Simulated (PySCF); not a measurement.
**BBrH5P: core binding energies at several levels of theory**

Aim: compute the core binding energies of BBrH5P (`[PH3+][BH2-]Br`) at several levels, and see how far they spread and what each costs.

Computed with PySCF 2.14.0, with density-fitted response routines of our own, on a single molecule in the gas phase. Atoms count from 0, in the outputs and in this text.

### 1 The starting structure

8 atoms, charge 0, multiplicity 1; geometry from: PBE0-D3(BJ)/def2-SVP.

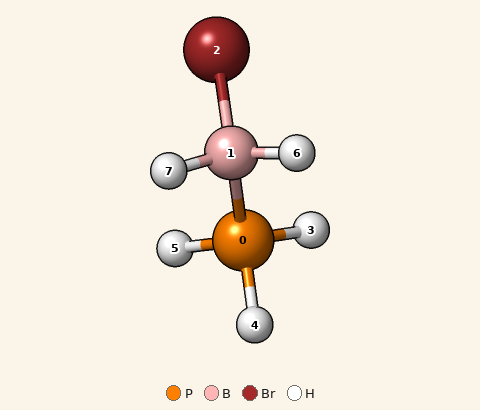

The starting geometry (phosphorus orange, boron pink, bromine red, hydrogen white), atoms numbered.

### 2 Core holes by ΔSCF: SCAN, X2C

The job: settings as JSON, then the geometry in Å.

```
{"job": {"kind": "xps"}, "charge": 0, "multiplicity": 1}
P      0.372769     0.167782     0.503998
B     -1.482343    -0.419669     0.424378
Br    -2.459892     1.289620     0.868395
H      0.791256     0.694391     1.746901
H      1.404129    -0.769192     0.235306
H      0.715827     1.220742    -0.373958
H     -1.593727    -1.272238     1.281000
H     -1.662297    -0.788471    -0.717569
```

With the program's defaults for keys left out, this is: delta-SCF UKS SCAN, pcX-2 on the ionised atom, pcseg-1 elsewhere, spin-free X2C.

The run is started by

```sh
> OMP_NUM_THREADS=1 python probes_run.py task.json out
```

This one command runs all jobs of the session in turn.

The log of the run:

```text
ground state, core basis on atom 0 (P), 126 functions
  cycle   1  E = -2968.68733184  |g| = 2.85e-01
  cycle   2  E = -2968.67813596  |g| = 3.23e-01
  cycle   3  E = -2968.71887131  |g| = 3.88e-02
  cycle   4  E = -2968.71921071  |g| = 1.91e-02
  cycle   5  E = -2968.71931634  |g| = 5.50e-03
  cycle   6  E = -2968.71932626  |g| = 1.72e-03
  cycle   7  E = -2968.71932686  |g| = 2.62e-04
  E(ground) = -2968.85673749 Eh
hole in P 1s of atom 0
  cycle   1  E = -2888.48741786  |g| = 4.72e+00
  cycle   2  E = -2884.70759215  |g| = 2.98e+00
  cycle   3  E = -2878.37613909  |g| = 3.27e+00
  cycle   4  E = -2889.32424661  |g| = 6.59e-01
  cycle   5  E = -2889.51830649  |g| = 4.01e-01
  cycle   6  E = -2889.61297011  |g| = 1.37e-01
  cycle   7  E = -2889.62402938  |g| = 4.55e-02
  cycle   8  E = -2889.62585505  |g| = 1.04e-02
  cycle   9  E = -2889.62591164  |g| = 2.61e-03
  cycle  10  E = -2889.62591680  |g| = 8.99e-04
  cycle  11  E = -2889.62591583  |g| = 1.46e-04
  E(ion) = -2889.76346932 Eh   <S^2> = 0.7519   hole on atom = 1.000   binding energy = 2152.237 eV
hole in P 2p of atom 0
  cycle   1  E = -2963.22478146  |g| = 1.38e+00
  cycle   2  E = -2959.67670448  |g| = 2.30e+00
  cycle   3  E = -2963.21425637  |g| = 7.07e-01
  cycle   4  E = -2963.60002063  |g| = 1.09e-01
  cycle   5  E = -2963.60060020  |g| = 8.50e-02
  cycle   6  E = -2963.60555160  |g| = 3.39e-02
  cycle   7  E = -2963.60635446  |g| = 7.90e-03
  cycle   8  E = -2963.60638982  |g| = 2.95e-03
  cycle   9  E = -2963.60639455  |g| = 6.87e-04
  cycle  10  E = -2963.60639506  |g| = 2.93e-04
  E(ion) = -2963.75414763 Eh   <S^2> = 0.7536   hole on atom = 1.002   binding energy = 138.849 eV
  2p3/2 = 138.623 eV   2p1/2 = 139.515 eV
ground state, core basis on atom 1 (B), 115 functions
  cycle   1  E = -2968.59647365  |g| = 6.13e-02
  cycle   2  E = -2968.59596211  |g| = 5.76e-02
  cycle   3  E = -2968.59696790  |g| = 1.78e-02
  cycle   4  E = -2968.59706143  |g| = 5.60e-03
  cycle   5  E = -2968.59707102  |g| = 5.35e-04
  cycle   6  E = -2968.59707364  |g| = 1.11e-04
  E(ground) = -2968.76652819 Eh
hole in B 1s of atom 1
  cycle   1  E = -2960.99140348  |g| = 1.17e+00
  cycle   2  E = -2960.01099924  |g| = 1.71e+00
  cycle   3  E = -2961.34991924  |g| = 3.35e-01
  cycle   4  E = -2961.40800424  |g| = 1.40e-01
  cycle   5  E = -2961.42037370  |g| = 2.82e-02
  cycle   6  E = -2961.42089404  |g| = 1.08e-02
  cycle   7  E = -2961.42100696  |g| = 5.04e-03
  cycle   8  E = -2961.42104091  |g| = 2.68e-03
  cycle   9  E = -2961.42105121  |g| = 1.38e-03
  cycle  10  E = -2961.42105393  |g| = 3.96e-04
  E(ion) = -2961.58921691 Eh   <S^2> = 0.7863   hole on atom = 1.000   binding energy = 195.305 eV
```

Run time: 10 s. Hardware: 1 thread of Arm Neoverse V1, shared host; peak memory 0.38 GiB.

The holes in one table. −ε is the ground-state orbital energy:

```csv
hole,stands for,environment,ΔSCF (eV; 2p as the shell's mean),−ε (eV),⟨S²⟩
P1s on P0,P0,"phosphorus bonded to B, 3 H",2152.24,2094.7,0.752
P2p on P0,P0,"phosphorus bonded to B, 3 H",138.92,127.7,0.754
B1s on B1,B1,"boron bonded to Br, P, 2 H",195.30,180.0,0.786
```

With the spin-orbit splitting: P0 2p3/2 138.62, 2p1/2 139.51 eV. The table gives each 2p level as the mean over the whole 2p shell (two parts 2p3/2, one part 2p1/2), which differs a little from the single hole in the log.

### 3 X-ray photoelectron lines: B3LYP, X2C

Settings changed since step 2:

```diff
@@ -1,2 +1,2 @@
-{"job": {"kind": "xps"}, "charge": 0, "multiplicity": 1}
+{"job": {"kind": "xps", "xc": "B3LYP"}, "charge": 0, "multiplicity": 1}
 P      0.372769     0.167782     0.503998
```

With the program's defaults for keys left out, this is: delta-SCF UKS B3LYP, pcX-2 on the ionised atom, pcseg-1 elsewhere, spin-free X2C.

The log of the run:

```text
ground state, core basis on atom 0 (P), 126 functions
  cycle   1  E = -2968.75026805  |g| = 2.81e-01
  cycle   2  E = -2968.75373783  |g| = 2.83e-01
  cycle   3  E = -2968.78221930  |g| = 2.29e-02
  cycle   4  E = -2968.78234283  |g| = 9.36e-03
  cycle   5  E = -2968.78236732  |g| = 2.54e-03
  cycle   6  E = -2968.78236807  |g| = 1.00e-03
  cycle   7  E = -2968.78236841  |g| = 9.89e-05
  E(ground) = -2968.78609795 Eh
hole in P 1s of atom 0
  cycle   1  E = -2888.61890895  |g| = 4.76e+00
  cycle   2  E = -2885.72404002  |g| = 2.97e+00
  cycle   3  E = -2884.30612099  |g| = 2.26e+00
  cycle   4  E = -2889.66727552  |g| = 3.54e-01
  cycle   5  E = -2889.66284283  |g| = 3.76e-01
  cycle   6  E = -2889.75074928  |g| = 3.94e-02
  cycle   7  E = -2889.75168696  |g| = 1.40e-02
  cycle   8  E = -2889.75181785  |g| = 2.60e-03
  cycle   9  E = -2889.75182194  |g| = 7.03e-04
  cycle  10  E = -2889.75182206  |g| = 2.07e-04
  E(ion) = -2889.75555559 Eh   <S^2> = 0.7517   hole on atom = 1.000   binding energy = 2150.531 eV
hole in P 2p of atom 0
  cycle   1  E = -2963.31069419  |g| = 1.37e+00
  cycle   2  E = -2961.24930275  |g| = 2.08e+00
  cycle   3  E = -2963.45599905  |g| = 5.54e-01
  cycle   4  E = -2963.67605628  |g| = 1.28e-01
  cycle   5  E = -2963.68183778  |g| = 6.04e-02
  cycle   6  E = -2963.68421773  |g| = 1.96e-02
  cycle   7  E = -2963.68448767  |g| = 3.17e-03
  cycle   8  E = -2963.68449460  |g| = 1.16e-03
  cycle   9  E = -2963.68449450  |g| = 2.68e-04
  E(ion) = -2963.68825418 Eh   <S^2> = 0.7522   hole on atom = 1.002   binding energy = 138.719 eV
  2p3/2 = 138.484 eV   2p1/2 = 139.369 eV
ground state, core basis on atom 1 (B), 115 functions
  cycle   1  E = -2968.68034360  |g| = 3.56e-02
  cycle   2  E = -2968.68030556  |g| = 2.07e-02
  cycle   3  E = -2968.68040178  |g| = 1.19e-02
  cycle   4  E = -2968.68044756  |g| = 1.70e-03
  cycle   5  E = -2968.68044989  |g| = 1.17e-04
  E(ground) = -2968.68410453 Eh
hole in B 1s of atom 1
  cycle   1  E = -2961.05842107  |g| = 1.18e+00
  cycle   2  E = -2960.29024509  |g| = 1.61e+00
  cycle   3  E = -2961.44493340  |g| = 2.93e-01
  cycle   4  E = -2961.48952438  |g| = 1.05e-01
  cycle   5  E = -2961.49636707  |g| = 1.89e-02
  cycle   6  E = -2961.49659220  |g| = 4.31e-03
  cycle   7  E = -2961.49661265  |g| = 1.33e-03
  cycle   8  E = -2961.49661474  |g| = 5.67e-04
  cycle   9  E = -2961.49661496  |g| = 2.23e-04
  E(ion) = -2961.50026320 Eh   <S^2> = 0.7626   hole on atom = 1.000   binding energy = 195.482 eV
```

Run time: 13 s. Hardware: 1 thread of Arm Neoverse V1, shared host; peak memory 0.46 GiB.

Binding energies by hole, beside the orbital energy of the ground state; the difference holds orbital relaxation and, for a density functional, its self-interaction error:

```csv
hole,stands for,environment,ΔSCF (eV; 2p as the shell's mean),−ε (eV),⟨S²⟩
P1s on P0,P0,"phosphorus bonded to B, 3 H",2150.53,2104.3,0.752
P2p on P0,P0,"phosphorus bonded to B, 3 H",138.78,130.0,0.752
B1s on B1,B1,"boron bonded to Br, P, 2 H",195.48,183.7,0.763
```

With the spin-orbit splitting: P0 2p3/2 138.48, 2p1/2 139.37 eV. The table gives each 2p level as the mean over the whole 2p shell (two parts 2p3/2, one part 2p1/2), which differs a little from the single hole in the log.

### 4 Core-electron binding energies: PBE0, X2C

Settings changed since step 3:

```diff
@@ -1,2 +1,2 @@
-{"job": {"kind": "xps", "xc": "B3LYP"}, "charge": 0, "multiplicity": 1}
+{"job": {"kind": "xps", "xc": "PBE0"}, "charge": 0, "multiplicity": 1}
 P      0.372769     0.167782     0.503998
```

Method: delta-SCF UKS PBE0, pcX-2 on the ionised atom, pcseg-1 elsewhere, spin-free X2C.

The log of the run:

```text
ground state, core basis on atom 0 (P), 126 functions
  cycle   1  E = -2968.22182380  |g| = 2.72e-01
  cycle   2  E = -2968.23043401  |g| = 2.46e-01
  cycle   3  E = -2968.25153432  |g| = 2.09e-02
  cycle   4  E = -2968.25163985  |g| = 8.06e-03
  cycle   5  E = -2968.25165884  |g| = 2.14e-03
  cycle   6  E = -2968.25165852  |g| = 8.70e-04
  cycle   7  E = -2968.25166155  |g| = 8.20e-05
  E(ground) = -2968.25461288 Eh
hole in P 1s of atom 0
  cycle   1  E = -2888.11579437  |g| = 4.76e+00
  cycle   2  E = -2886.31839199  |g| = 2.73e+00
  cycle   3  E = -2887.64017684  |g| = 1.51e+00
  cycle   4  E = -2889.23817462  |g| = 1.17e-01
  cycle   5  E = -2889.24542384  |g| = 5.01e-02
  cycle   6  E = -2889.24763295  |g| = 1.44e-02
  cycle   7  E = -2889.24773929  |g| = 2.66e-03
  cycle   8  E = -2889.24774447  |g| = 1.15e-03
  cycle   9  E = -2889.24774495  |g| = 4.47e-04
  E(ion) = -2889.25068124 Eh   <S^2> = 0.7518   hole on atom = 1.000   binding energy = 2149.806 eV
hole in P 2p of atom 0
  cycle   1  E = -2962.79008888  |g| = 1.37e+00
  cycle   2  E = -2961.74686806  |g| = 1.69e+00
  cycle   3  E = -2963.01275624  |g| = 4.47e-01
  cycle   4  E = -2963.15629069  |g| = 1.07e-01
  cycle   5  E = -2963.16118584  |g| = 4.57e-02
  cycle   6  E = -2963.16255071  |g| = 1.35e-02
  cycle   7  E = -2963.16267860  |g| = 2.10e-03
  cycle   8  E = -2963.16268271  |g| = 7.68e-04
  cycle   9  E = -2963.16268403  |g| = 2.21e-04
  E(ion) = -2963.16564234 Eh   <S^2> = 0.7526   hole on atom = 1.002   binding energy = 138.478 eV
  2p3/2 = 138.240 eV   2p1/2 = 139.122 eV
ground state, core basis on atom 1 (B), 115 functions
  cycle   1  E = -2968.15047294  |g| = 4.61e-02
  cycle   2  E = -2968.15046173  |g| = 1.60e-02
  cycle   3  E = -2968.15047872  |g| = 1.42e-02
  cycle   4  E = -2968.15054536  |g| = 9.83e-04
  cycle   5  E = -2968.15054438  |g| = 9.16e-05
  E(ground) = -2968.15343637 Eh
hole in B 1s of atom 1
  cycle   1  E = -2960.55312067  |g| = 1.18e+00
  cycle   2  E = -2959.95374903  |g| = 1.48e+00
  cycle   3  E = -2960.94075695  |g| = 2.83e-01
  cycle   4  E = -2960.98433395  |g| = 8.81e-02
  cycle   5  E = -2960.98915407  |g| = 1.55e-02
  cycle   6  E = -2960.98931317  |g| = 3.87e-03
  cycle   7  E = -2960.98932666  |g| = 1.51e-03
  cycle   8  E = -2960.98933325  |g| = 6.29e-04
  cycle   9  E = -2960.98933446  |g| = 2.14e-04
  E(ion) = -2960.99221820 Eh   <S^2> = 0.7691   hole on atom = 1.000   binding energy = 194.867 eV
```

It took 13 s on 1 thread of Arm Neoverse V1, shared host; peak memory 0.46 GiB.

The holes in one table. −ε is the ground-state orbital energy:

| hole | stands for | environment | ΔSCF (eV; 2p as the shell's mean) | −ε (eV) | ⟨S²⟩ |
| --- | --- | --- | --- | --- | --- |
| P1s on P0 | P0 | phosphorus bonded to B, 3 H | 2149.81 | 2108.4 | 0.752 |
| P2p on P0 | P0 | phosphorus bonded to B, 3 H | 138.53 | 131.0 | 0.753 |
| B1s on B1 | B1 | boron bonded to Br, P, 2 H | 194.87 | 184.6 | 0.769 |

With the spin-orbit splitting: P0 2p3/2 138.24, 2p1/2 139.12 eV. The table gives each 2p level as the mean over the whole 2p shell (two parts 2p3/2, one part 2p1/2), which differs a little from the single hole in the log.

### 5 Core-electron binding energies: PBE, X2C

Settings changed since step 4:

```diff
@@ -1,2 +1,2 @@
-{"job": {"kind": "xps", "xc": "PBE0"}, "charge": 0, "multiplicity": 1}
+{"job": {"kind": "xps", "xc": "PBE"}, "charge": 0, "multiplicity": 1}
 P      0.372769     0.167782     0.503998
```

With the program's defaults for keys left out, this is: delta-SCF UKS PBE, pcX-2 on the ionised atom, pcseg-1 elsewhere, spin-free X2C.

The log of the run:

```text
ground state, core basis on atom 0 (P), 126 functions
  cycle   1  E = -2968.08766873  |g| = 3.25e-01
  cycle   2  E = -2968.04545033  |g| = 4.64e-01
  cycle   3  E = -2968.12963774  |g| = 4.27e-02
  cycle   4  E = -2968.13009130  |g| = 1.96e-02
  cycle   5  E = -2968.13019475  |g| = 7.11e-03
  cycle   6  E = -2968.13021022  |g| = 2.09e-03
  cycle   7  E = -2968.13021144  |g| = 2.14e-04
  E(ground) = -2968.13432091 Eh
hole in P 1s of atom 0
  cycle   1  E = -2888.03574080  |g| = 4.79e+00
  cycle   2  E = -2883.62279570  |g| = 3.25e+00
  cycle   3  E = -2875.88195435  |g| = 3.33e+00
  cycle   4  E = -2888.95145944  |g| = 5.74e-01
  cycle   5  E = -2889.06175933  |g| = 4.22e-01
  cycle   6  E = -2889.16274001  |g| = 1.43e-01
  cycle   7  E = -2889.17543673  |g| = 5.02e-02
  cycle   8  E = -2889.17760093  |g| = 1.01e-02
  cycle   9  E = -2889.17765604  |g| = 2.80e-03
  cycle  10  E = -2889.17766184  |g| = 8.25e-04
  cycle  11  E = -2889.17766110  |g| = 1.12e-04
  E(ion) = -2889.18175507 Eh   <S^2> = 0.7514   hole on atom = 1.000   binding energy = 2148.409 eV
hole in P 2p of atom 0
  cycle   1  E = -2962.68352969  |g| = 1.38e+00
  cycle   2  E = -2958.48253780  |g| = 2.45e+00
  cycle   3  E = -2962.58191966  |g| = 7.81e-01
  cycle   4  E = -2963.05162664  |g| = 1.14e-01
  cycle   5  E = -2963.04902775  |g| = 1.14e-01
  cycle   6  E = -2963.05905072  |g| = 3.69e-02
  cycle   7  E = -2963.06006901  |g| = 7.68e-03
  cycle   8  E = -2963.06010212  |g| = 2.94e-03
  cycle   9  E = -2963.06010707  |g| = 5.90e-04
  cycle  10  E = -2963.06010780  |g| = 7.02e-05
  E(ion) = -2963.06423067 Eh   <S^2> = 0.7516   hole on atom = 1.002   binding energy = 137.964 eV
  2p3/2 = 137.731 eV   2p1/2 = 138.622 eV
ground state, core basis on atom 1 (B), 115 functions
  cycle   1  E = -2968.02760991  |g| = 5.82e-02
  cycle   2  E = -2968.02741417  |g| = 3.14e-02
  cycle   3  E = -2968.02744363  |g| = 3.01e-02
  cycle   4  E = -2968.02774398  |g| = 3.85e-03
  cycle   5  E = -2968.02774962  |g| = 2.88e-04
  E(ground) = -2968.03177068 Eh
hole in B 1s of atom 1
  cycle   1  E = -2960.44151903  |g| = 1.19e+00
  cycle   2  E = -2959.13190789  |g| = 1.90e+00
  cycle   3  E = -2960.79742354  |g| = 3.64e-01
  cycle   4  E = -2960.85655988  |g| = 1.88e-01
  cycle   5  E = -2960.87912954  |g| = 4.24e-02
  cycle   6  E = -2960.88039113  |g| = 9.17e-03
  cycle   7  E = -2960.88044596  |g| = 2.35e-03
  cycle   8  E = -2960.88045395  |g| = 6.91e-04
  cycle   9  E = -2960.88045033  |g| = 2.02e-04
  E(ion) = -2960.88446531 Eh   <S^2> = 0.7658   hole on atom = 1.000   binding energy = 194.488 eV
```

It took 6.9 s on 1 thread of Arm Neoverse V1, shared host; peak memory 0.46 GiB.

Binding energies by hole, beside the orbital energy of the ground state; the difference holds orbital relaxation and, for a density functional, its self-interaction error:

| hole | stands for | environment | ΔSCF (eV; 2p as the shell's mean) | −ε (eV) | ⟨S²⟩ |
| --- | --- | --- | --- | --- | --- |
| P1s on P0 | P0 | phosphorus bonded to B, 3 H | 2148.41 | 2083.3 | 0.751 |
| P2p on P0 | P0 | phosphorus bonded to B, 3 H | 138.03 | 124.7 | 0.752 |
| B1s on B1 | B1 | boron bonded to Br, P, 2 H | 194.49 | 177.1 | 0.766 |

With the spin-orbit splitting: P0 2p3/2 137.73, 2p1/2 138.62 eV. The table gives each 2p level as the mean over the whole 2p shell (two parts 2p3/2, one part 2p1/2), which differs a little from the single hole in the log.

### 6 Core-electron binding energies: HF, X2C

Settings changed since step 5:

```diff
@@ -1,2 +1,2 @@
-{"job": {"kind": "xps", "xc": "PBE"}, "charge": 0, "multiplicity": 1}
+{"job": {"kind": "xps", "xc": "HF"}, "charge": 0, "multiplicity": 1}
 P      0.372769     0.167782     0.503998
```

With the program's defaults for keys left out, this is: delta-SCF UKS HF, pcX-2 on the ionised atom, pcseg-1 elsewhere, spin-free X2C.

The log of the run:

```text
ground state, core basis on atom 0 (P), 126 functions
  cycle   1  E = -2966.00310823  |g| = 3.60e-01
  cycle   2  E = -2966.05735360  |g| = 1.31e-01
  cycle   3  E = -2966.06329092  |g| = 4.03e-02
  cycle   4  E = -2966.06414745  |g| = 9.35e-03
  cycle   5  E = -2966.06418799  |g| = 2.24e-03
  cycle   6  E = -2966.06419163  |g| = 7.43e-04
  cycle   7  E = -2966.06419199  |g| = 1.77e-04
  E(ground) = -2966.06419199 Eh
hole in P 1s of atom 0
  cycle   1  E = -2885.82056860  |g| = 4.68e+00
  cycle   2  E = -2886.79221604  |g| = 1.07e+00
  cycle   3  E = -2886.91975821  |g| = 1.15e-01
  cycle   4  E = -2886.92431877  |g| = 2.43e-02
  cycle   5  E = -2886.92467287  |g| = 6.34e-03
  cycle   6  E = -2886.92472755  |g| = 3.10e-03
  cycle   7  E = -2886.92474607  |g| = 1.67e-03
  cycle   8  E = -2886.92475395  |g| = 7.81e-04
  cycle   9  E = -2886.92475596  |g| = 2.46e-04
  E(ion) = -2886.92475596 Eh   <S^2> = 0.7550   hole on atom = 1.000   binding energy = 2153.494 eV
hole in P 2p of atom 0
  cycle   1  E = -2960.60491862  |g| = 1.34e+00
  cycle   2  E = -2960.91666628  |g| = 4.76e-01
  cycle   3  E = -2960.96640165  |g| = 3.75e-02
  cycle   4  E = -2960.96725394  |g| = 1.44e-02
  cycle   5  E = -2960.96743189  |g| = 5.64e-03
  cycle   6  E = -2960.96748719  |g| = 2.79e-03
  cycle   7  E = -2960.96750394  |g| = 1.44e-03
  cycle   8  E = -2960.96750993  |g| = 6.03e-04
  cycle   9  E = -2960.96751101  |g| = 1.66e-04
  E(ion) = -2960.96751101 Eh   <S^2> = 0.7593   hole on atom = 1.002   binding energy = 138.688 eV
  2p3/2 = 138.422 eV   2p1/2 = 139.275 eV
ground state, core basis on atom 1 (B), 115 functions
  cycle   1  E = -2965.96229620  |g| = 2.55e-02
  cycle   2  E = -2965.96241853  |g| = 4.43e-03
  cycle   3  E = -2965.96242810  |g| = 1.75e-03
  cycle   4  E = -2965.96242950  |g| = 4.99e-04
  E(ground) = -2965.96242950 Eh
hole in B 1s of atom 1
  cycle   1  E = -2958.35663015  |g| = 1.16e+00
  cycle   2  E = -2958.60696071  |g| = 6.20e-01
  cycle   3  E = -2958.77938082  |g| = 1.22e-01
  cycle   4  E = -2958.78793064  |g| = 2.17e-02
  cycle   5  E = -2958.78857673  |g| = 1.38e-02
  cycle   6  E = -2958.78913440  |g| = 8.57e-03
  cycle   7  E = -2958.78949603  |g| = 3.13e-03
  cycle   8  E = -2958.78954169  |g| = 1.44e-03
  cycle   9  E = -2958.78954926  |g| = 7.87e-04
  cycle  10  E = -2958.78955188  |g| = 2.80e-04
  E(ion) = -2958.78955188 Eh   <S^2> = 0.8119   hole on atom = 1.000   binding energy = 195.184 eV
```

It took 8.3 s on 1 thread of Arm Neoverse V1, shared host; peak memory 0.46 GiB.

Binding energies by hole, beside the orbital energy of the ground state; the difference holds orbital relaxation and, for a density functional, its self-interaction error:

| hole | stands for | environment | ΔSCF (eV; 2p as the shell's mean) | −ε (eV) | ⟨S²⟩ |
| --- | --- | --- | --- | --- | --- |
| P1s on P0 | P0 | phosphorus bonded to B, 3 H | 2153.49 | 2183.5 | 0.755 |
| P2p on P0 | P0 | phosphorus bonded to B, 3 H | 138.71 | 148.6 | 0.759 |
| B1s on B1 | B1 | boron bonded to Br, P, 2 H | 195.18 | 207.0 | 0.812 |

With the spin-orbit splitting: P0 2p3/2 138.42, 2p1/2 139.27 eV. The table gives each 2p level as the mean over the whole 2p shell (two parts 2p3/2, one part 2p1/2), which differs a little from the single hole in the log.

### 7 Core holes by ΔSCF: SCAN, X2C

Settings changed since step 6:

```diff
@@ -1,2 +1,2 @@
-{"job": {"kind": "xps", "xc": "HF"}, "charge": 0, "multiplicity": 1}
+{"job": {"kind": "xps", "basis": "pcX-1"}, "charge": 0, "multiplicity": 1}
 P      0.372769     0.167782     0.503998
```

Method: delta-SCF UKS SCAN, pcX-1 on the ionised atom, pcseg-1 elsewhere, spin-free X2C.

The log of the run:

```text
ground state, core basis on atom 0 (P), 106 functions
  cycle   1  E = -2968.66847871  |g| = 2.78e-01
  cycle   2  E = -2968.66173885  |g| = 3.15e-01
  cycle   3  E = -2968.69991330  |g| = 3.39e-02
  cycle   4  E = -2968.70018039  |g| = 1.77e-02
  cycle   5  E = -2968.70026434  |g| = 4.94e-03
  cycle   6  E = -2968.70027495  |g| = 1.38e-03
  cycle   7  E = -2968.70027336  |g| = 2.06e-04
  E(ground) = -2968.83681813 Eh
hole in P 1s of atom 0
  cycle   1  E = -2888.46777008  |g| = 4.71e+00
  cycle   2  E = -2885.20560806  |g| = 2.82e+00
  cycle   3  E = -2880.93392748  |g| = 3.13e+00
  cycle   4  E = -2889.27390572  |g| = 6.73e-01
  cycle   5  E = -2889.51141629  |g| = 3.65e-01
  cycle   6  E = -2889.58740797  |g| = 1.47e-01
  cycle   7  E = -2889.60181392  |g| = 3.34e-02
  cycle   8  E = -2889.60280422  |g| = 1.10e-02
  cycle   9  E = -2889.60288805  |g| = 1.82e-03
  cycle  10  E = -2889.60288799  |g| = 5.71e-04
  cycle  11  E = -2889.60288851  |g| = 1.29e-04
  E(ion) = -2889.74069287 Eh   <S^2> = 0.7519   hole on atom = 1.000   binding energy = 2152.315 eV
hole in P 2p of atom 0
  cycle   1  E = -2963.20217523  |g| = 1.38e+00
  cycle   2  E = -2960.35240757  |g| = 2.13e+00
  cycle   3  E = -2963.23215921  |g| = 6.63e-01
  cycle   4  E = -2963.57371420  |g| = 1.03e-01
  cycle   5  E = -2963.57439538  |g| = 7.83e-02
  cycle   6  E = -2963.57881964  |g| = 2.96e-02
  cycle   7  E = -2963.57944401  |g| = 5.89e-03
  cycle   8  E = -2963.57946432  |g| = 2.30e-03
  cycle   9  E = -2963.57946987  |g| = 6.20e-04
  cycle  10  E = -2963.57946995  |g| = 2.57e-04
  E(ion) = -2963.72724265 Eh   <S^2> = 0.7533   hole on atom = 1.002   binding energy = 139.039 eV
  2p3/2 = 138.812 eV   2p1/2 = 139.699 eV
ground state, core basis on atom 1 (B), 94 functions
  cycle   1  E = -2968.58084541  |g| = 5.12e-02
  cycle   2  E = -2968.58058893  |g| = 5.37e-02
  cycle   3  E = -2968.58155456  |g| = 8.06e-03
  cycle   4  E = -2968.58157353  |g| = 3.62e-03
  cycle   5  E = -2968.58157726  |g| = 5.60e-04
  cycle   6  E = -2968.58157366  |g| = 9.67e-05
  E(ground) = -2968.75091528 Eh
hole in B 1s of atom 1
  cycle   1  E = -2960.97897735  |g| = 1.17e+00
  cycle   2  E = -2960.04186768  |g| = 1.67e+00
  cycle   3  E = -2961.33206648  |g| = 3.40e-01
  cycle   4  E = -2961.39444871  |g| = 1.34e-01
  cycle   5  E = -2961.40573804  |g| = 2.66e-02
  cycle   6  E = -2961.40619926  |g| = 1.03e-02
  cycle   7  E = -2961.40630152  |g| = 4.70e-03
  cycle   8  E = -2961.40633177  |g| = 2.25e-03
  cycle   9  E = -2961.40634281  |g| = 1.11e-03
  cycle  10  E = -2961.40634516  |g| = 2.94e-04
  E(ion) = -2961.57466628 Eh   <S^2> = 0.7845   hole on atom = 1.000   binding energy = 195.276 eV
```

It took 8.2 s on 1 thread of Arm Neoverse V1, shared host; peak memory 0.46 GiB.

The holes in one table. −ε is the ground-state orbital energy:

```csv
hole,stands for,environment,ΔSCF (eV; 2p as the shell's mean),−ε (eV),⟨S²⟩
P1s on P0,P0,"phosphorus bonded to B, 3 H",2152.32,2094.7,0.752
P2p on P0,P0,"phosphorus bonded to B, 3 H",139.11,127.8,0.753
B1s on B1,B1,"boron bonded to Br, P, 2 H",195.28,179.9,0.785
```

With the spin-orbit splitting: P0 2p3/2 138.81, 2p1/2 139.70 eV. The table gives each 2p level as the mean over the whole 2p shell (two parts 2p3/2, one part 2p1/2), which differs a little from the single hole in the log.

[end of part 1 of 2]
